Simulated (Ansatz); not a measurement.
# SiBPC (zincblende [110] superlattice): converging the G0W0 gap

Wanted: a G0W0 gap for SiBPC (zincblende [110] superlattice) that is converged in bands and cutoff, or an estimate of the limit.

Method: G0W0 on PBEsol, plane waves, PAW; PAW set soft_1, in Ansatz 0.2.0.

### Step 1. Starting point

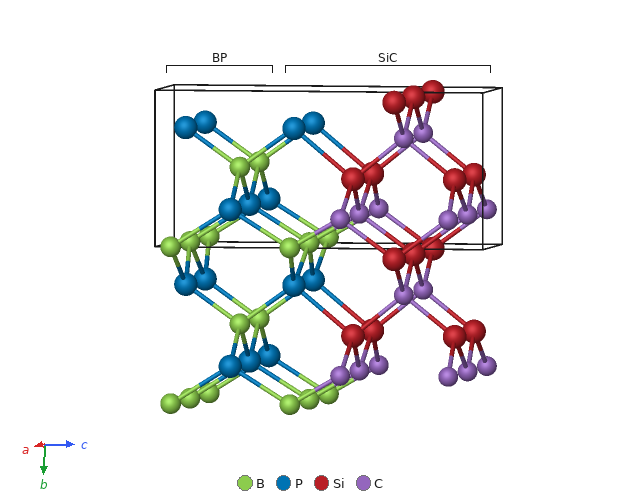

The cell as given, from the side, with the c axis across the page (boron green, phosphorus blue, silicon red, carbon purple). 2×2×1 cells are drawn. Some periodic images of atoms are drawn too.

The cell holds 12 atoms: 3 B, 3 P, 3 Si and 3 C. Its edges and angles: a = 3.143 Å, b = 4.463 Å, c = 9.472 Å, α = 90.0°, β = 90.0°, γ = 90.0°. It derives from BP. Regions: BP, 6 atoms (3 B and 3 P); SiC, 6 atoms (3 Si and 3 C). The structure's axis is c.

Structure file:

```cif
data_structure
_symmetry_space_group_name_H-M 'P 1'
_symmetry_Int_Tables_number 1
_cell_length_a 3.1428
_cell_length_b 4.4629
_cell_length_c 9.4718
_cell_angle_alpha 90.000
_cell_angle_beta 90.000
_cell_angle_gamma 90.000
_cell_volume 132.85
loop_
_atom_site_label
_atom_site_type_symbol
_atom_site_fract_x
_atom_site_fract_y
_atom_site_fract_z
_atom_site_occupancy
B1 B 0.00000 0.96396 0.07500 1
P2 P 0.50000 0.21952 0.09190 1
B3 B 0.50000 0.46874 0.25674 1
P4 P 0.00000 0.72308 0.25674 1
B5 B 0.00000 0.96396 0.43848 1
P6 P 0.50000 0.21951 0.42158 1
Si7 Si 0.50000 0.53942 0.60172 1
C8 C 0.00000 0.77757 0.59187 1
Si9 Si 0.00000 0.03101 0.75674 1
C10 C 0.50000 0.27621 0.75674 1
Si11 Si 0.50000 0.53942 0.91177 1
C12 C 0.00000 0.77758 0.92161 1
```

The structure was relaxed with PBEsol. The runs that relaxed it are not among those shown.

### Step 2. 65 empty bands, screening to 36 eV

G0W0 replaces the xc potential by the self-energy, built once from these orbitals. Only a window of levels is corrected, while the sums run over the empty bands that the input names. This step takes PAW set soft_1 files.

File input.yaml:

```yaml
crystal:
  lattice:
    - [3.1428477341, 0.0, 0.0]
    - [0.0, 4.46291058, -4.0025e-06]
    - [0.0, -8.494e-06, 9.4718150791]
  atoms:
    - { symbol: B, position: [0.0, -0.036036101, 0.0750007368] }
    - { symbol: P, position: [0.5, 0.2195155889, 0.0919024307] }
    - { symbol: B, position: [0.5, 0.4687442765, 0.2567424291] }
    - { symbol: P, position: [0.0, 0.7230823171, 0.256741677] }
    - { symbol: B, position: [0.0, -0.0360365633, 0.438482964] }
    - { symbol: P, position: [0.5, 0.219513831, 0.4215810337] }
    - { symbol: Si, position: [0.5, 0.5394212677, 0.6017167028] }
    - { symbol: C, position: [0.0, 0.7775747446, 0.5918701205] }
    - { symbol: Si, position: [0.0, 0.031013596, 0.7567420143] }
    - { symbol: C, position: [0.5, 0.2762113356, 0.7567415249] }
    - { symbol: Si, position: [0.5, 0.5394206929, 0.9117669664] }
    - { symbol: C, position: [0.0, 0.777575014, 0.9216135296] }
kpoints:
  mp_grid: { grid: [4, 4, 2] }
hamiltonian:
  xc: pbesol
  pseudopotentials: { kind: paw, azcp: { folder: soft_1 }, xc_functional: pbe }
scf:
  occupations: { method: fixed }
gw:
  n_empty_bands: 65
  ecut_chi: 36
  qp_bands: [v4, c4]
  qp_kpoints: band_edges
  screening: { model: contour_deformation }
```

Launch:

```console
> ansatz run input.yaml --threads 4 --pin off --max-ram 17510MiB --backend cpu --events-out ev --progress --plain --runs-dir out
```

Numbers of over 12 decimals in the logs are rounded to 6 here.

The log of the run:

```text
Warning: the atoms were moved onto the symmetric positions of the space group found under crystal.symmetry.tolerance 1.0e-5 (fractional; no operation is sought that the atoms, as they stand in a round, miss by more than twice it, and no atom is moved by as much as it), and the run uses the moved positions. Before a round's move an operation carried an atom to 1.11e-5 Å from where it should land, the largest such dist [...]
Engine: ansatz 0.2.0, aarch64-unknown-linux-gnu
Pseudopotentials: kind: paw
Pseudopotential: B, paw, valence charge 3, recommended cutoff 420 eV (normal), soft_1/B.paw.azcp
Pseudopotential: P, paw, valence charge 5, recommended cutoff 420 eV (normal), soft_1/P.paw.azcp
Pseudopotential: Si, paw, valence charge 4, recommended cutoff 420 eV (normal), soft_1/Si.paw.azcp
Pseudopotential: C, paw, valence charge 4, recommended cutoff 420 eV (normal), soft_1/C.paw.azcp
Functional definition: PBEsol
  exchange = pbesol_x
  correlation = pbesol_c
Crystal: 12 atoms, lattice volume = 132.854 Å³
Basis set: ecut = 420 eV, 2615 PW (Γ)
Bands: 36, of which v1, the nominal top of the filled ones, is band 24 counted from 1 (23 counted from 0)
Symmetry: 4 space group operations
Space group: Pmm2 (ITA 25), of the structure as read, at distance tolerance 5.1e-5 Å
k-points: 18 of 32 (time reversal used)
Non-local potential: B, projectors of the file, l = 0: 2, l = 1: 2, l = 2: 1
Non-local potential: P, projectors of the file, l = 0: 2, l = 1: 2, l = 2: 1
Non-local potential: Si, projectors of the file, l = 0: 2, l = 1: 2, l = 2: 1
Non-local potential: C, projectors of the file, l = 0: 2, l = 1: 2, l = 2: 1
PAW form: soft (Blöchl's): semilocal exchange-correlation on the pseudo side does not see the compensation charge
PAW frozen core: B, regenerated for the run's functional, and the local potential with it (the file was generated under x = pbe(κ = 0.804, μ = 0.219515), c = pbe(β = 0.066725))
PAW frozen core: P, regenerated for the run's functional, and the local potential with it (the file was generated under x = pbe(κ = 0.804, μ = 0.219515), c = pbe(β = 0.066725))
PAW frozen core: Si, regenerated for the run's functional, and the local potential with it (the file was generated under x = pbe(κ = 0.804, μ = 0.219515), c = pbe(β = 0.066725))
PAW frozen core: C, regenerated for the run's functional, and the local potential with it (the file was generated under x = pbe(κ = 0.804, μ = 0.219515), c = pbe(β = 0.066725))
PAW one-centre angular grid: B, 110 points (default); XC on 64 Gauss nodes
PAW one-centre angular grid: P, 110 points (default); XC on 64 Gauss nodes
PAW one-centre angular grid: Si, 110 points (default); XC on 64 Gauss nodes
PAW one-centre angular grid: C, 110 points (default); XC on 64 Gauss nodes
Initial density: superposition of atomic densities (chi_scale 0.1, normalization cell, long waves kept (reshape's long-wave potential 0.31 eV rms))
Initial wavefunctions: pseudopotential atomic-orbital guess
Functional: x = pbesol(κ = 0.804, μ = 0.123457), c = pbesol(β = 0.046)
SCF iter   1: F=—  HF=-5291.358912 eV  |F-HF|=—  |Δ(HF+E_count)|=         —  Δρ=1.04e-1  dr2=1.80e1  ethr=3.10e-3  ⟨swp⟩=5.6  Hψ=2832  notcnv=0  defer=166
preconditioner: auto → Resta (q_TF=auto, 2.303 Å⁻¹)  ε∞=4.7  [insulator: Δε(μ)=1.796 eV  Ē_g=11.595 eV  n_scr=22 (ndim 8)  ℏωp=22.3 eV  f_vac=0.000  ε∞_Penn≈4.7]
SCF iter   2: F=—  HF=-5286.356084 eV  |F-HF|=—  |Δ(HF+E_count)|=    5.00e0  Δρ=4.23e-2  dr2=2.38e0  ethr=3.10e-3  ⟨swp⟩=3.0  Hψ=1390  notcnv=0  defer=162
SCF iter   3: F=—  HF=-5285.648265 eV  |F-HF|=—  |Δ(HF+E_count)|=   7.08e-1  Δρ=1.31e-2  dr2=2.01e-1  ethr=3.10e-3  ⟨swp⟩=2.7  Hψ=953  notcnv=0  defer=175
SCF iter   4: F=—  HF=-5285.605161 eV  |F-HF|=—  |Δ(HF+E_count)|=   4.31e-2  Δρ=2.12e-3  dr2=6.08e-3  ethr=4.19e-4  ⟨swp⟩=3.0  Hψ=1177  notcnv=0  defer=178
SCF iter   5: F=—  HF=-5285.606412 eV  |F-HF|=—  |Δ(HF+E_count)|=   1.25e-3  Δρ=6.72e-4  dr2=4.23e-4  ethr=1.27e-5  ⟨swp⟩=3.5  Hψ=912  notcnv=0  defer=180
SCF iter   6: F=—  HF=-5285.606716 eV  |F-HF|=—  |Δ(HF+E_count)|=   3.04e-4  Δρ=7.96e-5  dr2=1.07e-5  ethr=8.82e-7  ⟨swp⟩=2.1  Hψ=913  notcnv=0  defer=180
SCF iter   7: F=—  HF=-5285.606718 eV  |F-HF|=—  |Δ(HF+E_count)|=   1.53e-6  Δρ=1.68e-5  dr2=3.68e-7  ethr=2.24e-8  ⟨swp⟩=2.1  Hψ=984  notcnv=0  defer=177
SCF iter   8: F=-5285.606718 eV  HF=-5285.606718 eV  |F-HF|=1.82e-9  |Δ(HF+E_count)|=   7.61e-8  Δρ=2.85e-6  dr2=1.10e-8  ethr=2.08e-10  ⟨swp⟩=14.9  Hψ=3961  notcnv=0
SCF 1 converged in 8 iterations: F = -5285.606718 eV  dr2 = 1.10e-8
  greatest PAW one-centre occupation: 0.767 electrons in one spin orbital (limit 2), on the P atom at site 5 (counted from 0), in its partial waves of l = 0
NSCF: frozen V_eff on 18 k-points
G₀W₀ screening: q 1/18
[... further progress lines ...]
SCF converged after 8 iterations
Free energy (F): -5285.606718 eV
Harris-Foulkes:  -5285.606718 eV  (|F-HF|=1.82e-9)
Internal energy: -5285.606718 eV  (E = F + TS)
E sigma→0 (E₀):  -5285.606718 eV
Fermi energy:    9.821593 eV
--- Per-component energies (eV) ---
  E_band       = 147.233582
  E_kinetic    = 757.819639
  E_local      = -483.645380  (includes V_loc(G=0)·N_el)
  E_nonlocal   = 256.913453
  E_hartree    = 151.246756
  E_xc         = -631.404137
  E_vxc        = -627.659395  (∫ρ·V_xc dr)
  E_paw        = -3636.035150  (= ΣΔE_a)
  E_vpaw       = -58.688205  (= ΣTr[D̂ρ^β])
  E_aug_tail   = 0.000175  (compensation charges beyond the density's cutoff)
  E_ewald      = -1700.842478
  E_core_change = 0.340405  (= ΣΔE_core)
  E_smearing   = -0.000000  (= −TS)
  E_closure    = -0.000000  (closes the sum)
  Σ components = -5285.606718   (vs F -5285.606718, Δ=0.00e0)
--- Band table (eV; the first three rows and the last of 18) ---
  k-point 0: bands = [... 20 lower, 8.9804, 9.4970, 9.5612, 9.7761, 10.3942, 11.5993, 12.5229, 12.6538, ... 8 higher]
  k-point 1: bands = [... 20 lower, 8.4343, 9.0291, 9.0959, 9.8216, 11.0329, 11.6343, 12.8617, 13.4577, ... 8 higher]
  k-point 2: bands = [... 20 lower, 8.5130, 8.7516, 8.9053, 8.9914, 10.8577, 12.1584, 12.9239, 13.0541, ... 8 higher]
  k-point 17: bands = [... 20 lower, 7.1303, 7.3827, 7.4207, 7.7102, 13.2041, 13.3913, 13.8138, 14.1154, ... 8 higher]
--- G₀W₀: contour deformation, 7 samples at zero and on the imaginary axis and 1 off it, 32 q-points, 65 empty bands' worth ---
  eigenvalues of the whole cell's RPA ε∞ on this k-mesh (on a slab, of 1 + 4πα/V) = 8.6777, 9.1078, 10.3978; static W/v taken at q = 0 is 0.104151
  gw.qp_kpoints: band_edges: 8 of 18 stored k-points solved, in 1 pass; an edge of the gap read off the rows below is read off those points alone
    valence top: of the k-points left out ik 2 came nearest to being solved in a further pass, in band 24 (counted from 1, as in the quasiparticle table): it holds the edge there only if its correction is more favourable than any solved in that band by at least 0.830 eV; those differ by 0.362 eV
    conduction bottom: of the k-points left out ik 2 came nearest to being solved in a further pass, in band 25 (counted from 1, as in the quasiparticle table): it holds the edge there only if its correction is more favourable than any solved in that band by at least 0.586 eV; those differ by 0.283 eV
    ik  band        ε_KS         Σx   Σc(E_QP)       V_xc       Z   E_QP_lin       E_QP  E_QP is
     0    21      8.9804   -17.5964     2.7596   -15.2717  0.7977     9.4139     9.4153  root
     0    22      9.4970   -17.2045     2.3900   -15.3141  0.8036     9.9950     9.9965  root
     0    23      9.5612   -17.1284     2.3711   -15.2857  0.8037    10.0879    10.0897  root
     0    24      9.7761   -17.0110     2.4096   -15.1193  0.8030    10.2922    10.2939  root
     0    25     10.3942    -7.1338    -3.5484   -11.6165  0.8164    11.3345    11.3285  root
     0    26     11.5993    -7.2822    -3.7014   -12.0383  0.8131    12.6627    12.6540  root
     0    27     12.5229    -7.1466    -3.9331   -12.1984  0.8103    13.6526    13.6415  root
     0    28     12.6538    -7.2492    -3.9089   -12.3235  0.8125    13.8313    13.8191  root
     1    21      8.4343   -17.1349     2.4746   -14.9966  0.7973     8.7699     8.7707  root
     1    22      9.0291   -17.6891     2.8084   -15.3471  0.7983     9.4939     9.4955  root
     1    23      9.0959   -16.6756     2.2512   -14.8241  0.8020     9.4946     9.4957  root
     1    24      9.8216   -17.0460     2.3962   -15.1735  0.8032    10.3436    10.3453  root
     1    25     11.0329    -7.2121    -3.7031   -11.9259  0.8143    12.0515    12.0435  root
     1    26     11.6343    -7.2136    -3.7464   -12.0104  0.8135    12.6938    12.6847  root
     1    27     12.8617    -7.4264    -3.8738   -12.4996  0.8039    14.0753    14.0611  root
     1    28     13.4577    -7.5951    -3.9400   -12.7825  0.8037    14.7214    14.7051  root
     3    21      8.6351   -17.4458     2.8019   -15.0203  0.7958     9.0104     9.0114  root
     3    22      8.8748   -17.2658     2.5506   -15.1631  0.7998     9.3213     9.3228  root
     3    23      9.0211   -16.9944     2.5483   -14.8683  0.7984     9.4421     9.4433  root
     3    24      9.0582   -17.1086     2.4387   -15.1307  0.8006     9.5175     9.5190  root
     3    25     11.5803    -7.1749    -3.8184   -12.0490  0.8125    12.6452    12.6359  root
     3    26     11.9633    -7.4551    -3.7475   -12.3084  0.8113    13.0796    13.0691  root
     3    27     13.2778    -7.5317    -4.0009   -12.7837  0.8016    14.5451    14.5288  root
     3    28     13.5749    -8.5349    -4.0192   -13.8224  0.8025    14.8598    14.8432  root
[...]
16    21      7.5601   -17.5918     3.0521   -14.8948  0.7895     7.9140     7.9152  root
    16    22      7.8048   -17.7009     2.9328   -15.1069  0.7929     8.1428     8.1436  root
    16    23      8.1505   -17.4984     2.8847   -15.0021  0.7936     8.5378     8.5390  root
    16    24      8.3152   -17.5248     2.7805   -15.0755  0.7959     8.6455     8.6464  root
    16    25     12.9388    -8.8118    -3.8539   -13.8423  0.8054    14.1281    14.1154  root
    16    26     13.0800    -7.6832    -3.8536   -12.7763  0.8038    14.3354    14.3194  root
    16    27     13.7078    -7.3600    -3.9971   -12.6652  0.7987    15.0358    15.0158  root
    16    28     14.1747    -8.6609    -4.0800   -14.0308  0.8046    15.4817    15.4646  root
```

Run time: 32 s. Hardware: 4 threads of Arm Neoverse V1, shared host; peak memory 0.59 GiB; 2 min of CPU time.

The column dr2 measures how far the density is from self-consistency, as an energy; F and HF (Harris–Foulkes) agree once it is small.

This step gave:

```
bands summed                                 : 89
RPA ε∞ on this mesh (eigenvalues)            : 8.678, 9.108, 10.40
plane waves in the screening matrix          : 67
q-points in the mesh                         : 32
G0W0 gap on the mesh                         : 0.8601 eV
k of the valence top                         : 0, 0, -0.5
k of the conduction bottom                   : -0.5, 0, -0.5
starting gap on the mesh                     : 0.4437 eV
Z at the valence top                         : 0.8032
Z at the conduction bottom                   : 0.8171
least direct G0W0 gap on the computed points : 1.035 eV
```

The gap on the mesh goes from 0.44 eV to 0.86 eV, a correction of +0.42 eV. Between the two edge states, bare exchange in place of the xc potential would open the gap by 6.22 eV, and correlation takes back 5.80 eV.

### Step 3. 257 empty bands, screening to 90 eV

Bands and screening cutoff are moved together, since each hides the error of the other.

input.yaml, as its differences from that of step 2:

```diff
@@ -26,4 +26,4 @@
 gw:
-  n_empty_bands: 65
-  ecut_chi: 36
+  n_empty_bands: 257
+  ecut_chi: 90.0
   qp_bands: [v4, c4]
```

The log of the run:

```text
[...]
Crystal: 12 atoms, lattice volume = 132.854 Å³
Basis set: ecut = 420 eV, 2615 PW (Γ)
Bands: 36, of which v1, the nominal top of the filled ones, is band 24 counted from 1 (23 counted from 0)
[... 1 set-up line as in the run before ...]
[...]
k-points: 18 of 32 (time reversal used)
[...]
SCF iter   1: F=—  HF=-5291.358912 eV  |F-HF|=—  |Δ(HF+E_count)|=         —  Δρ=1.04e-1  dr2=1.80e1  ethr=3.10e-3  ⟨swp⟩=5.6  Hψ=2832  notcnv=0  defer=166
[...]
SCF iter   8: F=-5285.606718 eV  HF=-5285.606718 eV  |F-HF|=1.82e-9  |Δ(HF+E_count)|=   7.61e-8  Δρ=2.85e-6  dr2=1.10e-8  ethr=2.08e-10  ⟨swp⟩=14.9  Hψ=3961  notcnv=0
SCF 1 converged in 8 iterations: F = -5285.606718 eV  dr2 = 1.10e-8
[...]
NSCF: frozen V_eff on 18 k-points
G₀W₀ screening: q 1/18
[... further progress lines ...]
SCF converged after 8 iterations
Free energy (F): -5285.606718 eV
[...]
Internal energy: -5285.606718 eV  (E = F + TS)
E sigma→0 (E₀):  -5285.606718 eV
Fermi energy:    9.821593 eV
[...]
--- Band table (eV; the first three rows and the last of 18) ---
  k-point 0: bands = [... 20 lower, 8.9804, 9.4970, 9.5612, 9.7761, 10.3942, 11.5993, 12.5229, 12.6538, ... 8 higher]
  k-point 1: bands = [... 20 lower, 8.4343, 9.0291, 9.0959, 9.8216, 11.0329, 11.6343, 12.8617, 13.4577, ... 8 higher]
  k-point 2: bands = [... 20 lower, 8.5130, 8.7516, 8.9053, 8.9914, 10.8577, 12.1584, 12.9239, 13.0541, ... 8 higher]
  k-point 17: bands = [... 20 lower, 7.1303, 7.3827, 7.4207, 7.7102, 13.2041, 13.3913, 13.8138, 14.1154, ... 8 higher]
[...]
0    21      8.9804   -17.5964     2.0237   -15.2717  0.7849     8.6788     8.6795  root
     0    22      9.4970   -17.2045     1.6369   -15.3141  0.7903     9.2430     9.2434  root
     0    23      9.5612   -17.1284     1.6089   -15.2857  0.7901     9.3271     9.3274  root
     0    24      9.7761   -17.0110     1.6337   -15.1193  0.7896     9.5176     9.5181  root
     0    25     10.3942    -7.1338    -4.0468   -11.6165  0.8079    10.8315    10.8301  root
     0    26     11.5993    -7.2822    -4.2839   -12.0383  0.8034    12.0732    12.0715  root
     0    27     12.5229    -7.1466    -4.5252   -12.1984  0.8010    13.0523    13.0494  root
     0    28     12.6538    -7.2492    -4.5153   -12.3235  0.8030    13.2160    13.2128  root
[...]
16    25     12.9388    -8.8118    -4.4595   -13.8423  0.7925    13.5133    13.5099  root
    16    26     13.0800    -7.6832    -4.5183   -12.7763  0.7933    13.6586    13.6547  root
    16    27     13.7078    -7.3600    -4.6876   -12.6652  0.7874    14.3312    14.3254  root
    16    28     14.1747    -8.6609    -4.7344   -14.0308  0.7920    14.8143    14.8103  root
```

Run time: 2.4 min. Hardware: 4 threads; peak memory 1.5 GiB; 9.5 min of CPU time.

This step gave:

```
bands summed                                 : 281
RPA ε∞ on this mesh (eigenvalues)            : 8.455, 8.893, 10.11
plane waves in the screening matrix          : 269
q-points in the mesh                         : 32
G0W0 gap on the mesh                         : 1.126 eV
k of the valence top                         : 0, 0, -0.5
k of the conduction bottom                   : -0.5, 0, -0.5
starting gap on the mesh                     : 0.4437 eV
Z at the valence top                         : 0.7897
Z at the conduction bottom                   : 0.8086
least direct G0W0 gap on the computed points : 1.312 eV
```

Against the run with 4×4×2 mesh, 65 empty bands, screening to 36 eV, PAW set soft_1 files, the gap moves by +0.27 eV.

### Step 4. Convergence and cost

Times are wall times on 4 threads of Arm Neoverse V1, shared host, good to a factor of about two.

```csv
mesh,files,frequency,bands summed,cutoff (eV),start (eV),G0W0 (eV),time,host memory (GiB)
4×4×2,PAW set soft_1,contour deformation,89,36,0.444,0.860,32 s,0.59
4×4×2,PAW set soft_1,contour deformation,281,90,0.444,1.126,2.4 min,1.5
```

How the two edges are built up, in eV (the quasiparticle level is the starting level plus Σx plus Σc less Vxc):

```csv
run,edge,start,Σx,Σc,Vxc,Z,QP
89 bands,valence top,9.82,-17.05,2.40,-15.17,0.80,10.35
89 bands,conduction bottom,10.27,-7.53,-3.41,-11.88,0.82,11.21
281 bands,valence top,9.82,-17.05,1.62,-15.17,0.79,9.57
281 bands,conduction bottom,10.27,-7.53,-3.92,-11.88,0.81,10.69
```

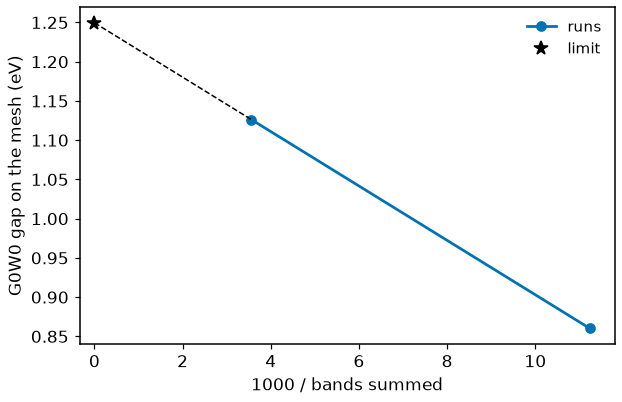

The gap against one over the number of bands; the dashed line carries the two highest rungs to the limit.

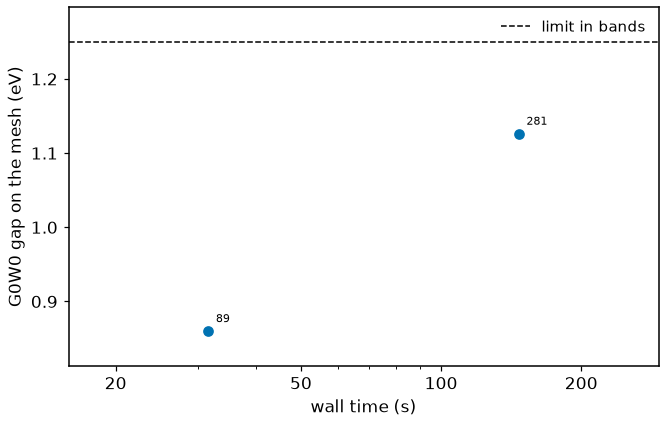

Result against wall time.

### Step 5. Outcome

```json
{
 "89 bands, 36 eV": "0.860 eV",
 "281 bands, 90 eV": "1.126 eV",
 "estimated limit in bands and cutoff": "1.25 eV",
 "mesh and start": "4×4×2, PBEsol"
}
```

**Reading.** A line in one over the bands through the two rungs gives 1.25 eV, +0.12 eV from the top rung; with two points alone it is an unchecked estimate. The rungs stand 0.39 eV (89 bands) and 0.12 eV (281 bands) from it. From 89 to 281 bands the gap moves by +0.27 eV while the time grows 4.6-fold. Σc changes by −0.78 eV at the valence top and −0.51 eV at the conduction bottom, so the levels themselves move more than the gap between them. The 4×4×2 mesh is coarse for this cell (its supercell is 13 Å along the shortest edge). The RPA ε∞ on it, from the PBEsol start, is 8.45, 8.89 and 10.11; such meshes misread the long-range screening, most where the gap is narrow.

[Paths, hosts, dates, memory and timing lines, banners, echoed tables and standing remarks are left out of the program output.]

[Logs are printed without paths, hosts, clocks, repeated set-up lines and the standing remarks that a program may print on its own settings, such as how far it seeks lower states.]

[Runs of the session that timed out or met a known fault of the program may be left out.]

[Cells called generated may have been cut or substituted from an entry of the Crystallography Open Database or the Materials Project.]

[Hosts, paths, dates, database ids (printed as entryN), source tags and the programs' standing remarks are cut or masked in the printed files.]
